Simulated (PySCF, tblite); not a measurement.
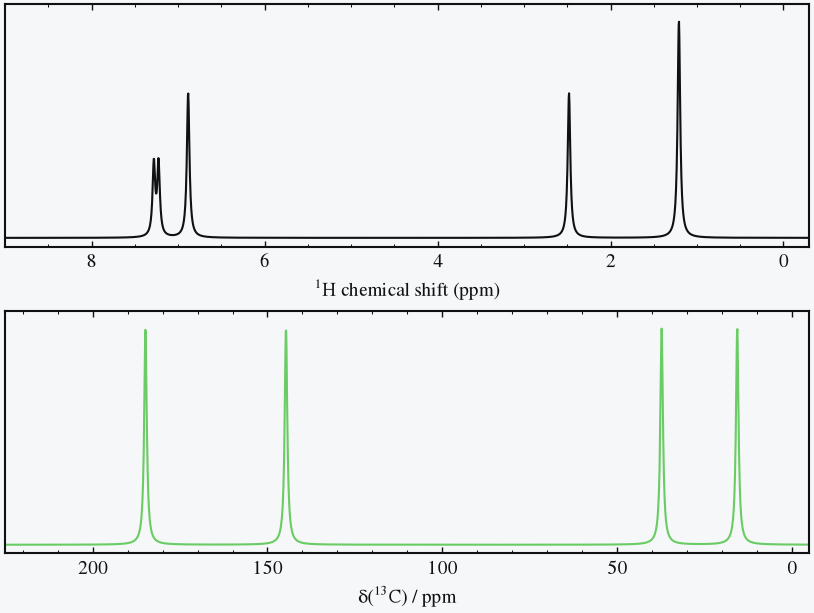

GIAO shifts, PBE0/pcSseg-1 in PySCF, at a GFN2-xTB geometry (a minimum by its frequencies), against TMS for ¹H and TMS for ¹³C computed at the same level. Gas phase, fully decoupled, line heights follow the number of nuclei, widths are arbitrary (no quadrupolar broadening); values of one conformer, averaged over nuclei that symmetry or rotation about single bonds exchange, these motions taken as fast; other conformers aren't averaged in.

Which molecule was computed?
A. C₅H₁₁B, SMILES B/C=C\C(C)C
B. C₅H₆F₂, SMILES CC#CCC(F)F
C. C₅H₅F₃, SMILES FCC#CCC(F)F
D. C₄H₉B, SMILES B/C=C/CC

D. Its ¹H signals: 7.28 (1 H), 7.23 (1 H), 6.88 (2 H), 2.48 (2 H), 1.21 (3 H) ppm. Its ¹³C signals: 184.9 (1 C), 144.7 (1 C), 37.3 (1 C), 15.6 (1 C) ppm.

Known limits of this run: the tight-binding geometry is rougher than a DFT one and adds to the error.
